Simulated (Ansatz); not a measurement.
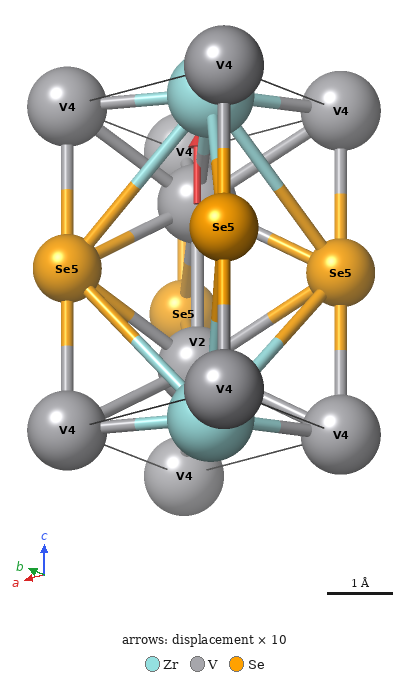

A relaxation of crystalline ZrV3Se (a generated structure, set up in P-6m2) (coarse preliminary run). The starting structure is drawn; red arrows show the displacements (the part carried along by the change of the cell is left out), magnified 10 times.

The picture is a ball-and-stick view of the cell of the calculation, seen from a free direction.

Method: DFT PBE, scalar-relativistic, plane waves, PAW (Ansatz 0.2.0). Settings: plane-wave cutoff 420 eV; k-point mesh 6 × 6 × 4; occupations gaussian; smearing width 0.1 eV; collinear spin; cell and atoms relaxed; force threshold 0.04 eV/Å; at most 70 steps.

**What did the optimiser do to the structure, and how much energy did it gain?**

Over 6 accepted moves (8 points after the start) the energy falls by 0.568 eV per cell of the calculation. The largest force component goes from 0.36 to 0.0018 eV/Å. The pressure goes from 12.56 to 0.00 GPa. At 2 points the geometry stayed and the basis and grid were re-selected for the new cell (energy shift of 11.8 meV per cell of the calculation at most each time). The largest moves relative to the cell, 0.11 Å, are those of V atoms. Zr and Se stay in place. The volume changes by +12.9 %, with a = b 4.231 → 4.609 Å (+8.9 %), c 5.078 → 4.834 Å (−4.8 %). Among the contacts that change: V–V 2.528 → 2.179 Å, V–Zr 2.443 → 2.661 Å, Se–V 2.756 → 2.974 Å, V–V 2.751 → 2.876 Å. The space group stays P-6m2 (No. 187). The program noted that the starting moments weren't kept.
